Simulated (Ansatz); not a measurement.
System: fcc Ir. Method: r²SCAN in Ansatz (PAW).

Numerical settings: plane-wave cutoff 560 eV, 24×24×24 k mesh, Fermi–Dirac smearing 0.05 eV, no spin polarisation, scalar-relativistic PAW data made under PBE.

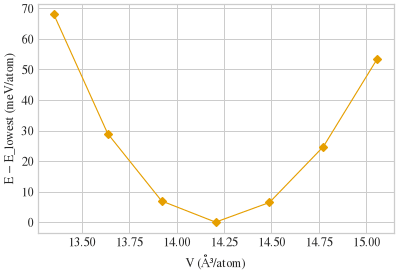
*Total energy against volume*

Problem. From the curve, estimate the equilibrium volume and the bulk modulus.

Solution. V0 ≈ 14.2 Å³/atom and B0 ≈ 380 GPa; the fit gives V0 = 14.205 Å³/atom, B0 = 377 GPa, B′ = 5.1.

Measured, for comparison: bulk modulus 365 GPa (corrected for temperature and zero-point phonon effects; as tabulated in Levämäki et al. (2014), arXiv:1402.3671); equilibrium volume per atom 14.06 Å³/atom (static lattice: zero-point anharmonic expansion removed; as tabulated in Mejia-Rodriguez and Trickey (2018), arXiv:1807.09216). Computed (rounded) less measured: bulk modulus +3 %, equilibrium volume per atom +1.0 %.

Spin–orbit coupling is not included.

Computed values are for the static lattice.

Ansatz is a program for electronic structure.
